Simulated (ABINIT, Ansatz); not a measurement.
**A GW chain in ABINIT: Al2O3 (Corundum)**

Wanted: ground state, empty states, screening and self-energy for Al2O3 (Corundum).

Main program and level: ABINIT 10.8.3; PBE and many-body steps on it, plane waves.

**The experiments to reproduce.**

- Gap 8.7 eV: optical band gap of host from absorption; optical absorption, quoted from earlier work; bulk crystal (high-purity reference sample) (quoted in “Multi-petahertz electron interference in Cr:Al2O3 solid-state material”, 2018, pmc:5906618).

**1. Set-up**

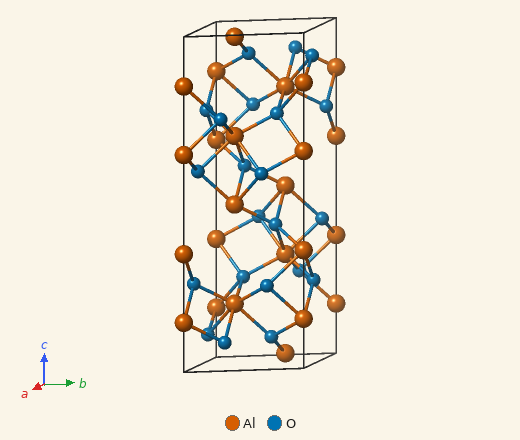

The cell as given, slightly off an axis (aluminium orange, oxygen blue). This picture shows the conventional cell, with its axes. Some periodic images of atoms are drawn too.

The cell and positions come from the Crystallography Open Database and are kept as given unless a step says otherwise.

**2. Ground state**

This step: ABINIT 10.8.3; DFT, PBE, plane waves, norm-conserving pseudopotentials.

The ground-state density comes first.

Input file run.abi:

```
acell 3*1.0 Angstrom
rprim 
  2.380249999995 1.374237978213 4.331866666707
  -2.380249999995 1.374237978213 4.331866666707
  -0.000000000000 -2.748475956495 4.331866666685
ntypat 2
znucl 13 8
natom 10
typat 1 1 1 1 2 2 2 2 2 2
xred 
  0.352160000000 0.352160000000 0.352160000000
  0.147840000000 0.147840000000 0.147840000000
  0.647840000000 0.647840000000 0.647840000000
  0.852160000000 0.852160000000 0.852160000000
  0.556680000000 0.943320000000 0.250000000000
  0.250000000000 0.556680000000 0.943320000000
  0.943320000000 0.250000000000 0.556680000000
  0.443320000000 0.056680000000 0.750000000000
  0.750000000000 0.443320000000 0.056680000000
  0.056680000000 0.750000000000 0.443320000000
pp_dirpath "pseudos"
pseudos "Al.upf, O.upf"
ecut 36
ngkpt 6 6 6
nshiftk 1
shiftk 0 0 0
kptopt 1
chksymbreak 0
nband 33
occopt 1
tolvrs 1e-10
nstep 60
prtwf 0
optforces 0
optstress 0
indata_prefix "in"
outdata_prefix "out"
tmpdata_prefix "tmp"
```

Command:

```bash
> OMP_NUM_THREADS=1 mpirun -n 4 abinit run.abi > log
```

Numbers of over 12 decimals in the logs are rounded to 6 here.

Output:

```text
.Version 10.8.3 of ABINIT. v10.8.2 released Aug 2026.

 Symmetries : space group R-3 c (#167); Bravais hR (rhombohedral)
================================================================================
 Values of the parameters that define the memory need of the present run
     intxc =       0    ionmov =       0      iscf =       7    lmnmax =       6
     lnmax =       6     mgfft =      54  mpssoang =       3    mqgrid =    3001
     natom =      10  nloc_mem =       1    nspden =       1   nspinor =       1
    nsppol =       1      nsym =      12    n1xccc =    2501    ntypat =       2
    occopt =       1   xclevel =       2
-    mband =          33        mffmem =           1         mkmem =           8
       mpw =        5939          nfft =      157464          nkpt =          32
================================================================================
  Rough estimation (10% accuracy) of disk space for files :
================================================================================

--------------------------------------------------------------------------------
------------- Echo of variables that govern the present computation ------------
--------------------------------------------------------------------------------
 -outvars: echo values of preprocessed input variables --------
            acell      1.8897261259E+00  1.8897261259E+00  1.8897261259E+00 Bohr

      chksymbreak           0
             ecut      3.60000000E+01 Hartree
-          fftalg         312

              ixc     -101130
              kpt      0.00000000E+00  0.00000000E+00  0.00000000E+00
                       1.66666667E-01  0.00000000E+00  0.00000000E+00
                       3.33333333E-01  0.00000000E+00  0.00000000E+00
                       5.00000000E-01  0.00000000E+00  0.00000000E+00
                       1.66666667E-01  1.66666667E-01  0.00000000E+00
                       3.33333333E-01  1.66666667E-01  0.00000000E+00
                       5.00000000E-01  1.66666667E-01  0.00000000E+00
                      -3.33333333E-01  1.66666667E-01  0.00000000E+00
                      -1.66666667E-01  1.66666667E-01  0.00000000E+00
   [... 21 further rows ...]
                      -3.33333333E-01  5.00000000E-01  3.33333333E-01
                       5.00000000E-01  5.00000000E-01  5.00000000E-01
         kptrlatt        6    0    0      0    6    0      0    0    6
          kptrlen      5.39762473E+01
P           mkmem           8
            natom          10
            nband          33
            ngfft          54      54      54
             nkpt          32
            nstep          60
             nsym          12
           ntypat           2
              occ      2.000000  2.000000  2.000000  2.000000  2.000000  2.000000
                       2.000000  2.000000  2.000000  2.000000  2.000000  2.000000
                       2.000000  2.000000  2.000000  2.000000  2.000000  2.000000
                       2.000000  2.000000  2.000000  2.000000  2.000000  2.000000
                       0.000000  0.000000  0.000000  0.000000  0.000000  0.000000
[...]
optforces           0
        optstress           0
            prtwf           0
            rprim      2.3802500000E+00  1.3742379782E+00  4.3318666667E+00
[...]
spgroup         167

           tolvrs      1.00000000E-10

             xred      3.5216000000E-01  3.5216000000E-01  3.5216000000E-01
[...]
znucl       13.00000    8.00000

================================================================================

 chkinp: Checking input parameters for consistency.

================================================================================
== DATASET  1 ==================================================================
-   mpi_nproc: 4, omp_nthreads: 1 (-1 if OMP is not activated)

--- !DatasetInfo
iteration_state: {dtset: 1, }
dimensions: {natom: 10, nkpt: 32, mband: 33, nsppol: 1, nspinor: 1, nspden: 1, mpw: 5939, }
cutoff_energies: {ecut:  36.0, pawecutdg:  -1.0, }
electrons: {nelect:   4.80000000E+01, charge:   0.00000000E+00, occopt:   1.00000000E+00, tsmear:   1.00000000E-02, }

 Real(R)+Recip(G) space primitive vectors, cartesian coordinates (Bohr,Bohr^-1):
 R(1)=  4.4980206  2.5969334  8.1860416  G(1)=  0.1111600  0.0641783  0.0407197
 R(2)= -4.4980206  2.5969334  8.1860416  G(2)= -0.1111600  0.0641783  0.0407197
 R(3)=  0.0000000 -5.1938668  8.1860416  G(3)=  0.0000000 -0.1283565  0.0407197
 Unit cell volume ucvol=  5.7372986E+02 bohr^3
 Angles (23,13,12)=  5.52866708E+01  5.52866708E+01  5.52866708E+01 degrees

 getcut: wavevector=  0.0000  0.0000  0.0000  ngfft=  54  54  54
         ecut(hartree)=     36.000   => boxcut(ratio)=   2.06269

--- Pseudopotential description ------------------------------------------------
- Al Generated using ONCVPSP code by D. R. Hamann
- 13.00000   3.00000  171031                  znucl, zion, pspdat
12 -101130 2 -1 1876                          pspcod,pspxc,lmax,lloc,mmax
     nproj     2     2     2
  pspatm : epsatm=    4.08140545
         --- l  ekb(1:nproj) -->
[...]
pspatm: atomic psp has been read  and splines computed

- O Generated using ONCVPSP code by D. R. Hamann
-  8.00000   6.00000  171031                  znucl, zion, pspdat
12 -101130 2 -1 936                           pspcod,pspxc,lmax,lloc,mmax
     nproj     2     2     1
  pspatm : epsatm=    6.19545534
         --- l  ekb(1:nproj) -->
[...]
2   -1.331955
 pspatm: atomic psp has been read  and splines computed

   2.56792098E+03                                ecore*ucvol(ha*bohr**3)
--------------------------------------------------------------------------------

_setup2: Arith. and geom. avg. npw (full set) are    5919.005    5918.995

================================================================================

--- !BeginCycle
iteration_state: {dtset: 1, }
solver: {iscf: 7, nstep: 60, nline: 4, wfoptalg: 0, }
tolerances: {tolvrs: 1.00E-10, }

     iter   Etot(hartree)      deltaE(h)  residm     vres2
 ETOT  1  -108.56861779561    -1.086E+02 9.232E-02 1.524E+03
 ETOT  2  -108.71438328984    -1.458E-01 4.345E-02 1.233E+03
 ETOT  3  -109.11643316919    -4.020E-01 1.922E-02 4.671E+00
 ETOT  4  -109.11824809159    -1.815E-03 6.059E-03 1.559E-02
 ETOT  5  -109.11825252940    -4.438E-06 3.205E-03 9.578E-04
 ETOT  6  -109.11825269330    -1.639E-07 2.573E-03 5.364E-06
 ETOT  7  -109.11825269392    -6.176E-10 8.856E-04 4.549E-07
 ETOT  8  -109.11825269401    -8.500E-11 8.923E-04 1.067E-08
 ETOT  9  -109.11825269401    -3.126E-13 3.660E-04 2.557E-10
 ETOT 10  -109.11825269401    -2.785E-12 2.600E-04 1.040E-11

 At SCF step   10       vres2   =  1.04E-11 < tolvrs=  1.00E-10 =>converged.

--- !ResultsGS
iteration_state: {dtset: 1, }
comment   : Summary of ground state results
lattice_vectors:
- [  4.4980206,   2.5969334,   8.1860416, ]
- [ -4.4980206,   2.5969334,   8.1860416, ]
- [ -0.0000000,  -5.1938668,   8.1860416, ]
lattice_lengths: [   9.69472,    9.69472,    9.69472, ]
lattice_angles: [ 55.287,  55.287,  55.287, ] # degrees, (23, 13, 12)
lattice_volume:   5.7372986E+02
convergence: {deltae: -2.785E-12, res2:  1.040E-11, residm:  2.600E-04, diffor:  0.000E+00, }
etotal    :  -1.09118253E+02
entropy   :   0.00000000E+00
fermie    :   1.90422253E-01
cartesian_stress_tensor: null
pressure_GPa: null
xred      :
- [  3.5216E-01,   3.5216E-01,   3.5216E-01, Al]
- [  1.4784E-01,   1.4784E-01,   1.4784E-01, Al]
- [  6.4784E-01,   6.4784E-01,   6.4784E-01, Al]
- [  8.5216E-01,   8.5216E-01,   8.5216E-01, Al]
- [  5.5668E-01,   9.4332E-01,   2.5000E-01,  O]
- [  2.5000E-01,   5.5668E-01,   9.4332E-01,  O]
- [  9.4332E-01,   2.5000E-01,   5.5668E-01,  O]
- [  4.4332E-01,   5.6680E-02,   7.5000E-01,  O]
- [  7.5000E-01,   4.4332E-01,   5.6680E-02,  O]
- [  5.6680E-02,   7.5000E-01,   4.4332E-01,  O]
cartesian_forces: null
force_length_stats: {min: null, max: null, mean: null, }

 Integrated electronic density in atomic spheres:
 ------------------------------------------------
 Atom  Sphere_radius  Integrated_density
[...]
================================================================================

 ----iterations are completed or convergence reached----

 Mean square residual over all n,k,spin=   27.214E-07; max=  26.000E-05
 reduced coordinates (array xred) for   10 atoms
[...]
0.250000000000      0.556680000000      0.943320000000
       0.943320000000      0.250000000000      0.556680000000
       0.443320000000      0.056680000000      0.750000000000
       0.750000000000      0.443320000000      0.056680000000
       0.056680000000      0.750000000000      0.443320000000
 rms dE/dt=  0.0000E+00; max dE/dt=  0.0000E+00; dE/dt below (all hartree)
    1       0.000000000000      0.000000000000      0.000000000000
    2       0.000000000000      0.000000000000      0.000000000000
    3       0.000000000000      0.000000000000      0.000000000000
    4       0.000000000000      0.000000000000      0.000000000000
    5       0.000000000000      0.000000000000      0.000000000000
    6       0.000000000000      0.000000000000      0.000000000000
    7       0.000000000000      0.000000000000      0.000000000000
    8       0.000000000000      0.000000000000      0.000000000000
    9       0.000000000000      0.000000000000      0.000000000000
   10       0.000000000000      0.000000000000      0.000000000000

 cartesian coordinates (angstrom) at end:
[...]
6     -0.729975    -1.484122     7.580767
    7      1.650275     0.109884     7.580767
    8      0.920300    -1.374238     5.414833
    9      0.729975     1.484122     5.414833
   10     -1.650275    -0.109884     5.414833
 length scales=  1.889726125908  1.889726125908  1.889726125908 bohr
              =  1.000000000000  1.000000000000  1.000000000000 angstroms
 prteigrs : about to open file out_EIG
 Fermi (or HOMO) energy (hartree) =   0.19042   Average Vxc (hartree)=  -0.42200
 Eigenvalues (hartree) for nkpt=  32  k points:
 kpt#   1, nband= 33, wtk=  0.00463, kpt=  0.0000  0.0000  0.0000 (reduced coord)
  -0.51404   -0.42818   -0.41791   -0.41791   -0.40624   -0.40624   -0.06247   -0.02571
  -0.01292   -0.01292    0.02849    0.03206    0.03206    0.06905    0.08213    0.13786
   0.13786    0.14281    0.14281    0.17247    0.17247    0.18878    0.18878    0.19042
   0.42070    0.52806    0.58648    0.61540    0.61540    0.62103    0.64669    0.64670
   0.64831
 prteigrs : prtvol=0 or 1, do not print more k-points.

--- !EnergyTerms
iteration_state     : {dtset: 1, }
comment             : Components of total free energy in Hartree
kinetic             :  7.20682127625938E+01
hartree             :  2.66734646915443E+01
xc                  : -3.01908344679662E+01
Ewald energy        : -8.81149730954744E+01
psp_core            :  4.47583638932495E+00
local_psp           : -7.93092830893802E+01
non_local_psp       : -1.47206758846520E+01
total_energy        : -1.09118252694010E+02
total_energy_eV     : -2.96925892054326E+03
band_energy         : -2.03056298659786E+00

== END DATASET(S) ==============================================================
================================================================================

 -outvars: echo values of variables after computation  --------
           etotal     -1.0911825269E+02
            nband          33
             nkpt          32
          spgroup         167
 [... the other variables as echoed above ...]

 Calculation completed.
```

It took 81 s on 4 MPI ranks of Arm Neoverse V1, shared host; peak memory 0.47 GiB; 5.4 min of CPU time.

Numbers from this step:

* total energy: -2969.2589 eV
* gap: 6.266 eV
* k of the valence top: 0, 0, 0
* k of the conduction bottom: 0, 0, 0
* least direct gap: 6.266 eV

The gap is direct, at Γ.

**3. Empty states on the mesh, 4×4×4 mesh, 303 bands**

The sums over transitions need many empty states on a uniform mesh; this step solves for them.

Edit run.abi of step 2 so:

```diff
@@ -23,3 +23,3 @@
 ecut 36
-ngkpt 6 6 6
+ngkpt 4 4 4
 nshiftk 1
@@ -28,9 +28,10 @@
 chksymbreak 0
-nband 33
-occopt 1
-tolvrs 1e-10
+iscf -2
+irdden 1
+istwfk *1
+nband 303
+nbdbuf 26
+tolwfr 1e-09
 nstep 60
-prtwf 0
-optforces 0
-optstress 0
+prtvol 0
 indata_prefix "in"
```

Output:

```text
.Version 10.8.3 of ABINIT. v10.8.2 released Aug 2026.

 Symmetries : space group R-3 c (#167); Bravais hR (rhombohedral)
[... echo of the input left out ...]
== DATASET  1 ==================================================================
-   mpi_nproc: 4, omp_nthreads: 1 (-1 if OMP is not activated)

--- !DatasetInfo
iteration_state: {dtset: 1, }
dimensions: {natom: 10, nkpt: 13, mband: 303, nsppol: 1, nspinor: 1, nspden: 1, mpw: 5940, }
cutoff_energies: {ecut:  36.0, pawecutdg:  -1.0, }
electrons: {nelect:   4.80000000E+01, charge:   0.00000000E+00, occopt:   1.00000000E+00, tsmear:   1.00000000E-02, }

 Real(R)+Recip(G) space primitive vectors, cartesian coordinates (Bohr,Bohr^-1):
 R(1)=  4.4980206  2.5969334  8.1860416  G(1)=  0.1111600  0.0641783  0.0407197
 R(2)= -4.4980206  2.5969334  8.1860416  G(2)= -0.1111600  0.0641783  0.0407197
 R(3)=  0.0000000 -5.1938668  8.1860416  G(3)=  0.0000000 -0.1283565  0.0407197
 Unit cell volume ucvol=  5.7372986E+02 bohr^3
 Angles (23,13,12)=  5.52866708E+01  5.52866708E+01  5.52866708E+01 degrees

 getcut: wavevector=  0.0000  0.0000  0.0000  ngfft=  54  54  54
         ecut(hartree)=     36.000   => boxcut(ratio)=   2.06269

--- Pseudopotential description ------------------------------------------------
- Al Generated using ONCVPSP code by D. R. Hamann
- 13.00000   3.00000  171031                  znucl, zion, pspdat
12 -101130 2 -1 1876                          pspcod,pspxc,lmax,lloc,mmax
     nproj     2     2     2
  pspatm : epsatm=    4.08140545
         --- l  ekb(1:nproj) -->
             0    5.126667    0.728291
             1    7.287548    0.832437
             2   -2.770497   -0.637722
 pspatm: atomic psp has been read  and splines computed

- O Generated using ONCVPSP code by D. R. Hamann
-  8.00000   6.00000  171031                  znucl, zion, pspdat
12 -101130 2 -1 936                           pspcod,pspxc,lmax,lloc,mmax
     nproj     2     2     1
  pspatm : epsatm=    6.19545534
         --- l  ekb(1:nproj) -->
[...]
2   -1.331955
 pspatm: atomic psp has been read  and splines computed

--------------------------------------------------------------------------------

================================================================================
 prteigrs : about to open file out_EIG
 Non-SCF case, kpt    1 (  0.00000  0.00000  0.00000), residuals and eigenvalues=
  8.63E-10  1.62E-10  1.56E-10  8.39E-10  1.40E-10  6.01E-10  9.10E-10  9.44E-11
  1.04E-10  1.32E-10  4.41E-11  7.94E-11  1.19E-10  7.84E-11  4.18E-11  7.57E-11
  8.76E-10  4.66E-11  8.76E-10  3.76E-11  5.25E-11  5.06E-11  9.10E-10  5.79E-11
[...]
9.26E-06  4.23E-05  1.79E-04  2.38E-04  4.74E-04  4.15E-04  1.11E-03
 -5.1404E-01 -4.2818E-01 -4.1791E-01 -4.1791E-01 -4.0624E-01 -4.0624E-01
 -6.2473E-02 -2.5715E-02 -1.2918E-02 -1.2918E-02  2.8486E-02  3.2059E-02
  3.2059E-02  6.9048E-02  8.2134E-02  1.3786E-01  1.3786E-01  1.4281E-01
[...]
4.3109E+00  4.3463E+00  4.3463E+00  4.3551E+00  4.3643E+00  4.3643E+00
  4.3931E+00  4.3931E+00  4.4011E+00  4.4012E+00  4.4309E+00  4.4507E+00
[...]
prteigrs : prtvol=0 or 1, do not print more k-points.

--- !ResultsGS
iteration_state: {dtset: 1, }
comment   : Summary of ground state results
lattice_vectors:
- [  4.4980206,   2.5969334,   8.1860416, ]
- [ -4.4980206,   2.5969334,   8.1860416, ]
- [ -0.0000000,  -5.1938668,   8.1860416, ]
lattice_lengths: [   9.69472,    9.69472,    9.69472, ]
lattice_angles: [ 55.287,  55.287,  55.287, ] # degrees, (23, 13, 12)
lattice_volume:   5.7372986E+02
convergence: {deltae:  0.000E+00, res2:  0.000E+00, residm:  9.997E-10, diffor:  0.000E+00, }
etotal    :  -1.09118253E+02
entropy   :   0.00000000E+00
fermie    :   1.90422253E-01
cartesian_stress_tensor: null
pressure_GPa: null
xred      :
- [  3.5216E-01,   3.5216E-01,   3.5216E-01, Al]
- [  1.4784E-01,   1.4784E-01,   1.4784E-01, Al]
- [  6.4784E-01,   6.4784E-01,   6.4784E-01, Al]
- [  8.5216E-01,   8.5216E-01,   8.5216E-01, Al]
- [  5.5668E-01,   9.4332E-01,   2.5000E-01,  O]
- [  2.5000E-01,   5.5668E-01,   9.4332E-01,  O]
- [  9.4332E-01,   2.5000E-01,   5.5668E-01,  O]
- [  4.4332E-01,   5.6680E-02,   7.5000E-01,  O]
- [  7.5000E-01,   4.4332E-01,   5.6680E-02,  O]
- [  5.6680E-02,   7.5000E-01,   4.4332E-01,  O]
cartesian_forces: null
force_length_stats: {min: null, max: null, mean: null, }

 Integrated electronic density in atomic spheres:
 ------------------------------------------------
 Atom  Sphere_radius  Integrated_density
[...]
================================================================================

 ----iterations are completed or convergence reached----

 Mean square residual over all n,k,spin=   45.971E-11; max=  99.969E-11
 reduced coordinates (array xred) for   10 atoms
[...]
0.750000000000      0.443320000000      0.056680000000
       0.056680000000      0.750000000000      0.443320000000

 cartesian coordinates (angstrom) at end:
    1      0.000000    -2.43e-11     4.576530
    2      0.000000    -1.02e-11     1.921270
    3     -0.000000    -4.47e-11     8.419070
[...]
9      0.729975     1.484122     5.414833
   10     -1.650275    -0.109884     5.414833
 length scales=  1.889726125908  1.889726125908  1.889726125908 bohr
              =  1.000000000000  1.000000000000  1.000000000000 angstroms
 prteigrs : about to open file out_EIG
 Eigenvalues (hartree) for nkpt=  13  k points:
 kpt#   1, nband=303, wtk=  0.01563, kpt=  0.0000  0.0000  0.0000 (reduced coord)
[...]
4.22133    4.23524    4.23524    4.24227    4.24543    4.25156    4.26465    4.26948
   4.31092    4.34629    4.34629    4.35514    4.36432    4.36432    4.39309    4.39310
   4.40114    4.40117    4.43089    4.45066    4.45087    4.47804    4.49964
 prteigrs : prtvol=0 or 1, do not print more k-points.

== END DATASET(S) ==============================================================
================================================================================

 -outvars: echo values of variables after computation  --------
            nband         303
             nkpt          13
          spgroup         167
 [... the other variables as echoed above ...]

 Calculation completed.
```

It took 7.2 min on 4 MPI ranks; peak memory 0.75 GiB.

Numbers from this step:

```yaml
gap: 6.266 eV
k_of_the_valence_top: 0, 0, 0
k_of_the_conduction_bottom: 0, 0, 0
least_direct_gap: 6.266 eV
k_points_computed: 13
lowest_point_of_the_top_converged_band_above_the_valence_top: 107.8716 eV
```

On this mesh the gap is 6.266 eV.

(Continued in part 2 of 2.)

[Paths, hosts, dates, memory and timing lines, banners, echoed tables and standing remarks are left out of the program output.]

[Logs are printed without paths, hosts, clocks, repeated set-up lines and the standing remarks that a program may print on its own settings, such as how far it seeks lower states.]

[Runs of the session that timed out or met a known fault of the program may be left out.]

[Hosts, paths, dates, database ids (printed as entryN), source tags and the programs' standing remarks are cut or masked in the printed files.]

[G0W0 gaps are taken among the corrected bands and points alone; a level outside them can change the order at an edge.]

[Where Ansatz stands beside ABINIT at settings called matched, ABINIT's density can come from a denser mesh and the files from another edition; pairs whose starting gaps differed by over 0.03 eV were left out, so agreement reads better than it is.]
